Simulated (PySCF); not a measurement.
Consider C$_{6}$H$_{11}$NO$_{2}$Si.

Input file:

```
{"job": {"kind": "nmr", "xc": "PBE0", "basis": "pcSseg-1"}, "charge": 0, "multiplicity": 1}
C      2.884269     0.109439    -1.547687
O      1.618370    -0.033994    -0.969486
Si     1.140092     0.355634     0.517523
O      2.109466    -0.385153     1.589209
N     -0.491297    -0.240219     0.638343
C     -0.949174    -1.121167     1.588805
C     -2.284301    -1.313558     1.428515
C     -2.682174    -0.510428     0.332563
C     -1.570604     0.133168    -0.126550
C     -1.431649     1.093610    -1.252229
H      3.645643    -0.372446    -0.933389
H      2.855870    -0.359947    -2.531278
H      3.136070     1.166455    -1.656317
H      1.155000     1.798576     0.763672
H      1.907413    -0.385929     2.519987
H     -0.272985    -1.554144     2.299251
H     -2.917333    -1.949207     2.016503
H     -3.675232    -0.426885    -0.064844
H     -1.119912     2.072918    -0.889117
H     -2.384288     1.196770    -1.764967
H     -0.682164     0.743452    -1.958978
```

Command:

```sh
OMP_NUM_THREADS=1 python probes_run.py task.json out
```

Geometry: GFN2-xTB.

All numbers below come from PySCF, PBE0/pcSseg-1, SCF density, gas phase, non-relativistic.

Question: Predict the electron density and electron localisation function between the atoms.

Answer: C–C (1.36 Å): the density is about 2.2 e/Å³ at the midpoint; the ELF peaks at about 0.95 between the atoms (localised, covalent bonding).
C–N (1.37 Å): the density is about 2.2 e/Å³ at the midpoint; the ELF peaks at about 0.90 between the atoms (a covalent bond).
Si–O (1.62 Å): ρ is about 1.2 e/Å³ halfway; the ELF peaks at about 0.85 between the atoms: a short, strongly polar bond.
Si–N (1.74 Å): ρ is about 1.1 e/Å³ halfway; the ELF peaks at about 0.95 between the atoms (a shared but strongly polarised pair).

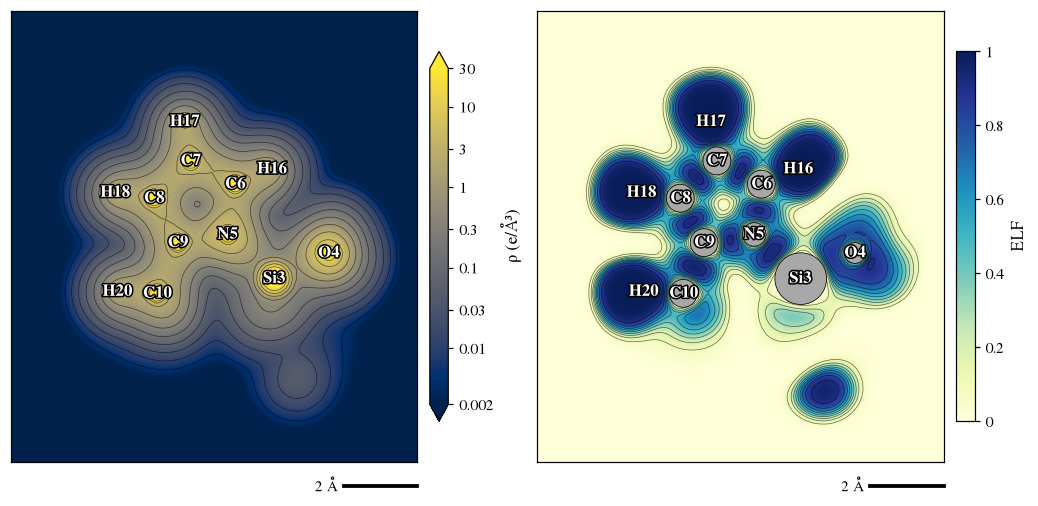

Computed electron density and electron localisation function on the plane of atoms N5, C6 and H16, in this order. Grey discs cover the atomic cores in the ELF map. 
